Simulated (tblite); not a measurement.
**Relaxed scan, with input and output: C4H8N2Si**

The run: relaxed scan of C4H8N2Si. Method and program: GFN2-xTB relaxed scan under a harmonic restraint, gas phase (tblite 0.8.0).

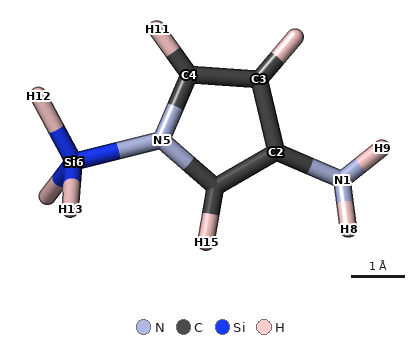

**Figure 1.** The input geometry (stick view, seen on its broad side; atoms are numbered from 1 in the order of the input). Bond lengths as drawn: C–C 1.36 to 1.42 Å, C–H 1.07 Å, C–N 1.37 to 1.39 Å, H–N 1.01 Å, H–Si 1.46 to 1.47 Å and N–Si 1.74 Å.

### Input
```
{"job": {"xc": "GFN2-xTB", "basis": "xTB", "coordinate": [["t", [2, 1, 0, 7], 0.25], ["t", [2, 1, 0, 8], 0.25], ["t", [6, 1, 0, 7], 0.25], ["t", [6, 1, 0, 8], 0.25]], "kind": "drive"}, "charge": 0, "multiplicity": 1}
N     -2.632889    -0.846612    -0.240349
C     -1.387809    -0.257985    -0.022304
C     -1.134775     0.847857     0.835308
C      0.210457     1.050707     0.835469
N      0.818723     0.135152     0.021643
Si     2.525901    -0.069093    -0.256928
C     -0.174869    -0.664103    -0.502317
H     -2.677092    -1.386945    -1.092561
H     -3.399918    -0.193369    -0.168370
H     -1.872683     1.408652     1.375231
H      0.792107     1.786739     1.354757
H      3.158520     1.096400     0.352595
H      2.734519    -0.115455    -1.705488
H      2.968288    -1.319717     0.364734
H      0.067109    -1.464239    -1.173333
```

The first line tells a small driver script what to run in tblite; the rest is the geometry in Å.

Launch command:
```bash
OMP_NUM_THREADS=1 python <driver script> task.json out
```

### The program's output
```
point  coordinate     E/eV
  0     18.000     -550.56937
  1     32.800     -550.52989
  2     47.700     -550.47360
  3     62.800     -550.41560
  4     78.000     -550.37382
  5     93.300     -550.36354
  6    108.600     -550.38830
  7    123.800     -550.43887
  8    138.800     -550.49660
  9    153.600     -550.54648
 10    168.400     -550.57371
 11    183.200     -550.57707
```

### Summary

- outcome: converged
- hardware: 1 CPU thread, shared host
- wall time: 1.7 s
- peak memory: 0.19 GiB
